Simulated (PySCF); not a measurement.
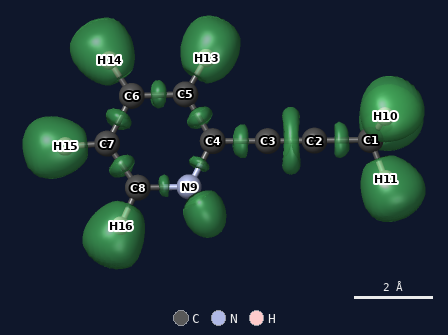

The picture shows: C$_{8}$H$_{7}$N (SMILES CC#Cc1ccccn1). Isosurface of the electron localisation function at 0.85 (green), seen across its widest extent. Core shells and regions of very low density are left out.

Geometry: GFN2-xTB.

Level of theory: PySCF, PBE0/def2-SVPD, SCF density, gas phase.

```xyz
16

C     3.6823   -0.7539   -0.2908
C     2.2701   -0.4944   -0.1461
C     1.0933   -0.2763   -0.0253
C    -0.2916   -0.0148    0.1304
C    -0.7400    0.7705    1.1983
C    -2.0964    1.0048    1.3183
C    -2.9584    0.4541    0.3805
C    -2.4114   -0.3121   -0.6387
N    -1.1205   -0.5437   -0.7683
H     4.0586   -1.2669    0.5944
H     3.8599   -1.3783   -1.1659
H     4.2222    0.1858   -0.4091
H    -0.0319    1.1778    1.9042
H    -2.4792    1.6076    2.1300
H    -4.0239    0.6141    0.4388
H    -3.0405   -0.7656   -1.3946
```

### Identify the bonds, lone pairs and shells in this picture.

The surface consists of seven regions between bonded C–C atoms (shared pairs), two regions between bonded C–N atoms (shared pairs), seven regions around hydrogen nuclei and one lobe on N, pointing away from the bonds (lone pairs). Along the contacts the grid gives the following. C–C (1.20 Å): the ELF peaks at about 0.85 between the atoms; a multiple bond. C–N (1.32 Å): the ELF peaks at about 0.90 between the atoms, as expected for localised, covalent bonding.
